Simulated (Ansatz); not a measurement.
# Calculations on C₂H₇BO₂

Part 1: Relaxation

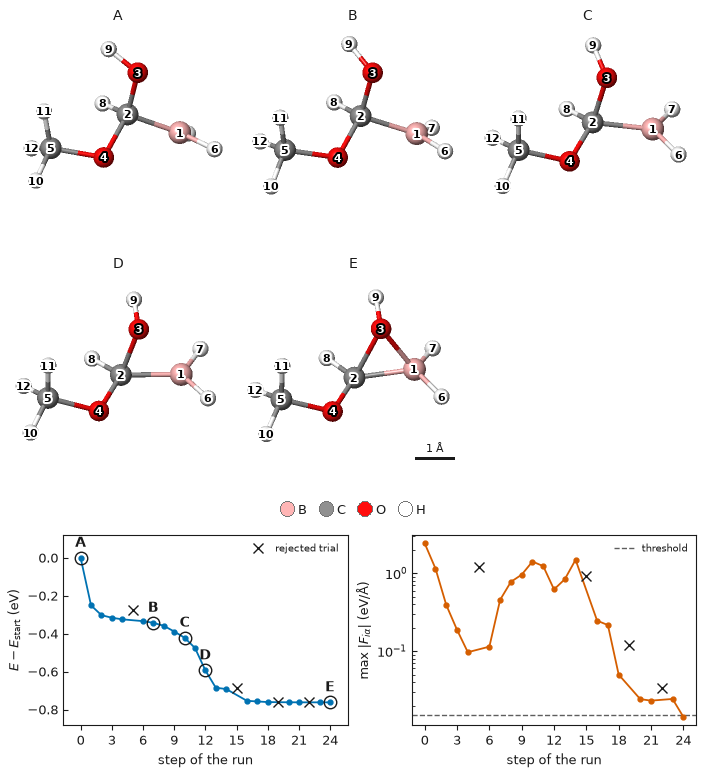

Frames of a relaxation of C2H7BO2, marked on the history of the run. Style: ball-and-stick. Shown at a tilt.

The run prepares an end point of a later path (torsion) calculation, from a guessed geometry.

Method: RKS PBE-D4/def2-SVP in Ansatz. (no spin polarisation; force threshold 0.015 eV/Å; at most 40 steps)

### Describe the path.

H9 moves most after the best rigid fit: 1.14 Å. Largest moves by element: H 1.14 Å, C 0.52 Å, O 0.39 Å, B 0.36 Å. Among the contacts that change: B1–O3 2.338 → 1.637 Å, C2–O3 1.387 → 1.670 Å, C2–O4 1.488 → 1.336 Å, C5–H12 1.072 → 1.114 Å. Among the angles between lasting bonds that change: B1–C2–O3 106.6° → 60.7°, B1–C2–H8 108.6° → 123.4°, B1–C2–O4 108.8° → 122.2°. Groups turn about C2–O3 by about 50°. The energy falls by 0.762 eV in 20 accepted moves (24 points after the start). The largest force component goes from 2.4 to 0.014 eV/Å. The line search rejected the trial steps at points 5, 15, 19, 22 of the run. From step 0 to 7: H9 moves most (0.36 Å), energy −0.343 eV. From step 7 to 10: H7 moves most (0.53 Å), energy −0.079 eV. From step 10 to 12: H9 moves most (0.36 Å), energy −0.172 eV. From step 12 to 24: O3 moves most (0.20 Å), energy −0.168 eV.

```csv
step,"E − E(0), eV","largest force component, eV/Å",note
0,0.0000,2.4225,
1,-0.2504,1.1506,
2,-0.3020,0.3917,
3,-0.3156,0.1877,
4,-0.3240,0.0969,
5,-0.2735,1.2019,rejected
6,-0.3335,0.1142,
7,-0.3426,0.4571,
8,-0.3583,0.7776,
9,-0.3882,0.9614,
10,-0.4211,1.4176,
11,-0.4752,1.2360,
12,-0.5934,0.6209,
13,-0.6845,0.8398,
14,-0.6915,1.4919,
15,-0.6886,0.9119,rejected
16,-0.7536,0.2463,
17,-0.7569,0.2163,
18,-0.7602,0.0500,
19,-0.7593,0.1216,rejected
20,-0.7613,0.0242,
21,-0.7616,0.0231,
22,-0.7615,0.0336,rejected
23,-0.7616,0.0243,
24,-0.7617,0.0143,
```

Part 2: Relaxation

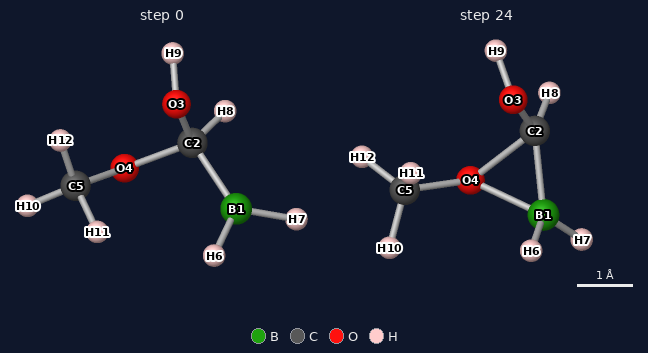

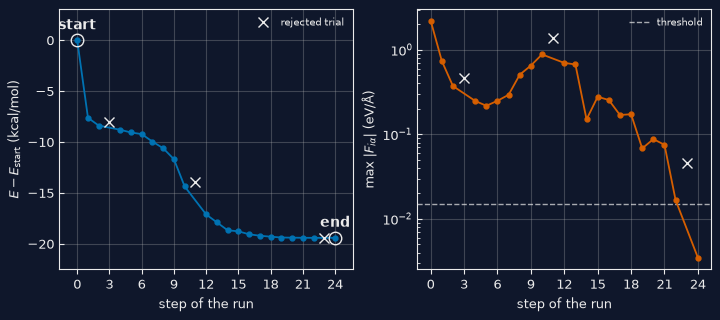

First and last geometry of a relaxation of C2H7BO2, with the history of the run. A ball-and-stick model, seen face on.

The run prepares an end point of a later path (torsion) calculation, from a guessed geometry.

Method: RKS PBE-D4/def2-SVP in Ansatz. Set-up: no spin polarisation; force threshold 0.015 eV/Å; at most 40 steps.

Read the history and describe the run.

Answer. It converged. The energy falls by 19.4 kcal/mol in 21 accepted moves (24 points after the start). The largest force component goes from 2.2 to 0.0035 eV/Å. The line search rejected the trial steps at points 3, 11, 23 of the run. The atom that moves furthest after the best rigid fit is H12 (1.27 Å). By element the largest moves are H 1.27 Å, C 0.51 Å, O 0.51 Å, B 0.42 Å. Some distances before and after: B1–O4 2.452 → 1.615 Å, C2–O4 1.488 → 1.676 Å, C2–O3 1.387 → 1.349 Å, B1–C2 1.528 → 1.566 Å. Bond angles that change, for instance: B1–C2–O4 108.8° → 59.6°, B1–C2–O3 106.6° → 121.8°, B1–C2–H8 108.6° → 122.9°. Groups turn about O4–C5 by about 45°, C2–O4 by about 30°. The run took 37 s on 2 threads of AMD EPYC 7B13 (Zen 3), with other jobs on the host, peak memory 0.16 GiB.

Part 3: Path

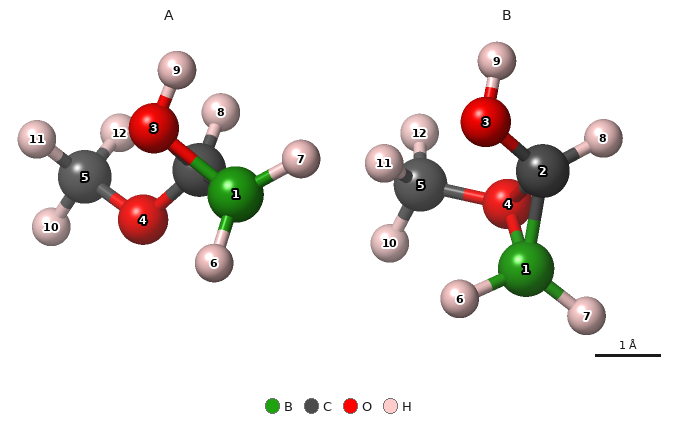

The two relaxed end points of a path for C2H7BO2. The picture is a ball-and-stick view, seen from a free direction.

The calculation used RKS PBE-D4/def2-SVP (Ansatz).

Run with 9 movable images; climbing image; force threshold 0.05 eV/Å; iteration limit 60.

Start:
```xyz
12

B    -1.4612    0.7292    0.9214
C    -0.4979    0.2260   -0.2035
O    -0.5990   -0.6284    1.2283
O     0.7327    0.7205   -0.3616
C     1.7085   -0.1653   -0.9111
H    -1.0814    1.6417    1.6279
H    -2.6539    0.4931    0.8110
H    -0.7949   -0.5186   -0.9767
H    -1.1914   -1.3891    1.0609
H     2.6057    0.4367   -1.1450
H     1.9748   -0.9532   -0.1749
H     1.3347   -0.6479   -1.8425
```

End:
```xyz
12

B    -0.8252    1.0713    0.4402
C    -1.0706   -0.4659    0.2672
O    -0.4423   -1.3765    1.0385
O    -0.0518    0.3529   -0.7820
C     1.3449    0.1027   -0.6380
H    -0.0568    1.4081    1.3274
H    -1.6550    1.8610    0.0267
H    -1.8158   -0.8798   -0.4394
H    -0.4823   -2.2583    0.6162
H     1.8809    1.0724   -0.6385
H     1.5655   -0.4297    0.3118
H     1.6853   -0.5136   -1.4962
```

What barrier does the band find between them, and by what path?

Answer. The highest point, image 6, lies 0.46 eV above the start and 0.48 eV above the end; the end is at −0.02 eV relative to the start. The motion is a rotation about the C2–O4 bond, with a turn of about 55° about O4–C5. No bond forms or breaks between the ends. Bond angles that change up to the highest image, for instance: B1–C2–O3 60.7° → 113.4°, B1–C2–O4 122.2° → 89.3°. The band converged in 16 iterations. The largest component of the band force went from 5.2 to 0.047 eV/Å. The climbing image converged on the top of the path. Its vibrational analysis gives one imaginary mode (123i cm⁻¹), as a transition state must have.

Energies of the converged images:

| image | path (Å) | E (eV) |
| --- | --- | --- |
| 0 | 0.00 | 0.000 |
| 1 | 0.59 | 0.174 |
| 2 | 1.18 | 0.366 |
| 3 | 1.77 | 0.439 |
| 4 | 2.36 | 0.432 |
| 5 | 2.96 | 0.431 |
| 6 | 3.55 | 0.462 |
| 7 | 4.14 | 0.410 |
| 8 | 4.73 | 0.244 |
| 9 | 5.31 | 0.059 |
| 10 | 5.90 | -0.018 |

The geometry at the top of the path:

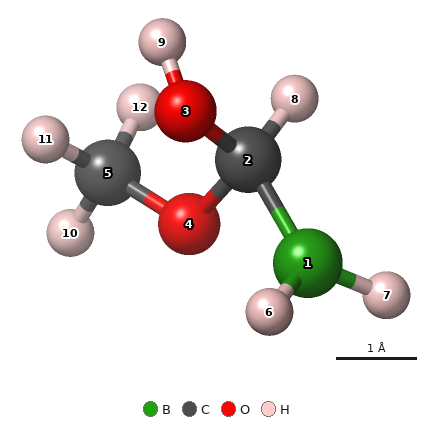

Cost: 3.3 min on 2 threads of AMD EPYC 7B13 (Zen 3), on a shared host, peak memory 0.16 GiB.
